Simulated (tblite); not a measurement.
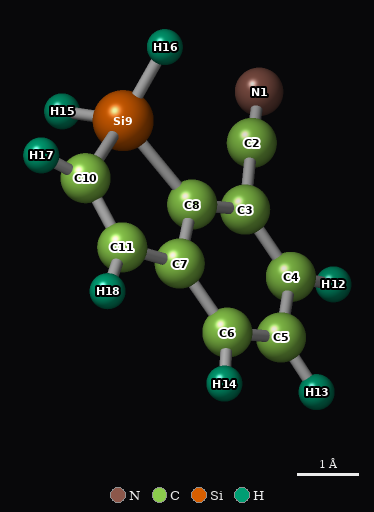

C$_{9}$H$_{7}$NSi, before the relaxation. A ball-and-stick model, seen from a free direction.

These are results of GFN2-xTB geometry optimisation, gas phase (tblite 0.8.0), not measurements.

```xyz
18

N     0.4928    3.7454   -0.6160
C     0.6405    2.6272   -0.4582
C     0.8796    1.2033   -0.2456
C     2.1557    0.7189   -0.2805
C     2.2977   -0.6458   -0.0679
C     1.2317   -1.4904    0.1332
C    -0.0850   -0.9935    0.1583
C    -0.1814    0.3622   -0.0332
Si   -1.9953    0.7718    0.0392
C    -2.4042   -1.0130    0.3469
C    -1.2954   -1.6977    0.3603
H     3.0223    1.3186   -0.4307
H     3.2975   -1.0788   -0.0757
H     1.4617   -2.5328    0.2758
H    -2.4489    1.2331   -1.2776
H    -2.3470    1.6428    1.1495
H    -3.3961   -1.3558    0.4756
H    -1.3349   -2.8093    0.5349
```

Predict the outcome.

Answer. The largest move after the best rigid fit is that of H15, 0.16 Å. Largest moves by element: H 0.16 Å, Si 0.10 Å, C 0.08 Å, N 0.06 Å. Among the contacts that change: C2–C3 1.459 → 1.413 Å, C11–H18 1.126 → 1.082 Å, C7–C11 1.415 → 1.457 Å, C3–C4 1.365 → 1.400 Å. Bond angles that change, for instance: C11–C10–H17 128.8° → 121.8°, C6–C7–C8 114.3° → 120.6°, C3–C8–C7 125.0° → 118.9°. The energy falls by 9.06 kcal/mol in 40 geometry steps.

Final geometry:

```xyz
18

N     0.5563    3.7387   -0.6172
C     0.7041    2.6127   -0.4563
C     0.8799    1.2254   -0.2559
C     2.1681    0.6763   -0.2657
C     2.3354   -0.6802   -0.0679
C     1.2372   -1.5034    0.1426
C    -0.0390   -0.9591    0.1530
C    -0.2303    0.4170   -0.0492
Si   -2.0769    0.8206    0.0185
C    -2.4096   -1.0101    0.3361
C    -1.2700   -1.7100    0.3635
H     3.0207    1.3196   -0.4283
H     3.3294   -1.1028   -0.0772
H     1.3763   -2.5642    0.2973
H    -2.5917    1.2974   -1.2634
H    -2.4189    1.6857    1.1453
H    -3.3681   -1.4802    0.4824
H    -1.2114   -2.7770    0.5305
```

The end point in the same view:

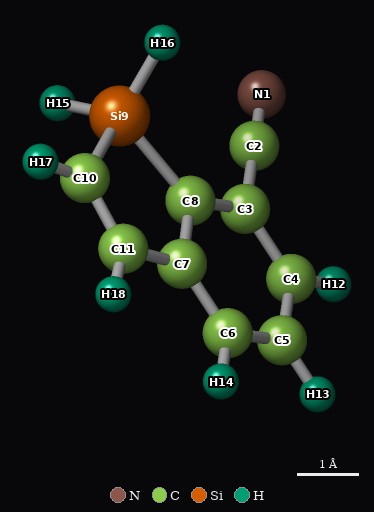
